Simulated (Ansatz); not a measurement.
Pulling on the O3–H9 bond in CH6OSi (SMILES C[SiH2]O) (multiplicity 1 held, fragments rigid). Energies count from the point at 0.960 Å.
Geometry at that point (charge 0, multiplicity 1):
```xyz
9

Si    -0.1644     0.4453     0.1776
C      1.5608    -0.2420    -0.0259
O     -1.3280    -0.5822    -0.4007
H     -0.3266     1.6859    -0.6099
H     -0.3997     0.7385     1.6162
H      1.6951    -1.1612     0.5492
H      2.3015     0.4806     0.3267
H      1.7741    -0.4625    -1.0736
H     -1.4835    -1.4062     0.0661
```

Restricted levels (R-, RO-) in cc, def2 and unpolarised 6-31G sets keep to the state of the molecule at rest. U- levels take the lowest unrestricted solution at each point, which mixes spins at long bonds. Active spaces are followed from a long bond inwards. Curves can end on different states.

Frozen-core correlation.

The values were computed with Ansatz (an electronic-structure program). Each number belongs to the level named beside it.

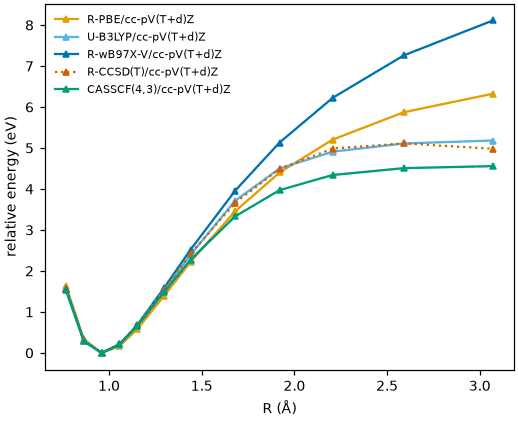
Figure: Relative energy along the coordinate

**Question.** Read off the CASSCF(4,3)/cc-pV(T+d)Z curve at R = 2.207.

**Answer.** about 4.3 eV

Doubts at one or more of the structures used: a restricted determinant that unrestricted orbitals would lower (R-PBE/cc-pV(T+d)Z, R-wB97X-V/cc-pV(T+d)Z, R-CCSD(T)/cc-pV(T+d)Z); a spin-contaminated determinant (U-B3LYP/cc-pV(T+d)Z); other coupled-cluster roots lie near (R-CCSD(T)/cc-pV(T+d)Z); active orbitals that take no part (CASSCF(4,3)/cc-pV(T+d)Z).
